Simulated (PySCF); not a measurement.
C9H8OSSe, SMILES COc1ccsc1-c1ccc[se]1 at its GFN2-xTB optimised geometry (Å):

```
20

C      1.0113    -2.6822    -0.0068
O      0.4450    -1.3942     0.0005
C      1.2956    -0.3318     0.0000
C      2.7079    -0.3318     0.0000
C      3.2190     0.9285     0.0000
S      2.0008     2.1400     0.0003
C      0.7488     0.9364    -0.0001
C     -0.6425     1.2309     0.0003
C     -1.2473     2.4619    -0.0032
C     -2.6556     2.4320    -0.0007
C     -3.1997     1.1858     0.0049
Se    -1.9138    -0.1520     0.0070
H      0.1726    -3.3760    -0.0089
H      1.6187    -2.8424    -0.9031
H      1.6227    -2.8512     0.8851
H      3.3191    -1.2158     0.0002
H      4.2496     1.2205     0.0003
H     -0.6765     3.3760    -0.0078
H     -3.2494     3.3311    -0.0033
H     -4.2496     0.9558     0.0078
```

Calculation: PBE/def2-SVP in PySCF 2.14.0. Cells within 0.4 Å of a nucleus heavier than hydrogen are left out (blank, or x).

Map of the electron localisation function on the plane z = 0.0 Å:

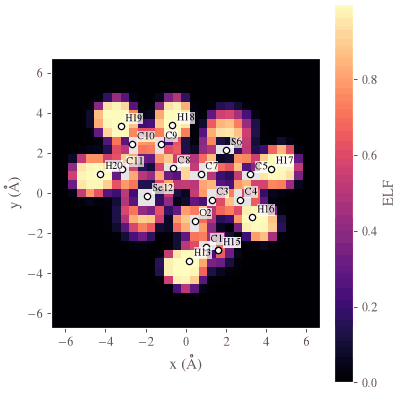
Fig. 1. Electron localisation function on the plane z = 0.0 Å.
